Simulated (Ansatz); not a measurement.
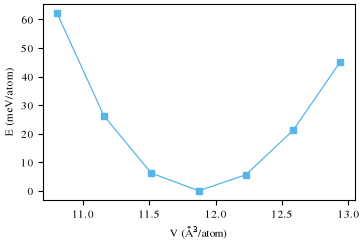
Figure. AlFe (CsCl type, Pm-3m) under volume change, PBE (plane waves, PAW; program Ansatz), scaled uniformly.

Q: What does a third-order Birch–Murnaghan fit give for V₀, B₀ and B′?

A: V₀ = 11.87 Å³/atom, B₀ = 176 GPa, B′ = 4.3.

The cell was relaxed with PBE under the symmetry of its start. Spin order of the final state: ferromagnetic, chosen from 4 collinear starts compared on coarse meshes (ties went to the first, and starts can fall back to one state), not a proven ground state.

Potentials: the later of the program's two PAW sets.
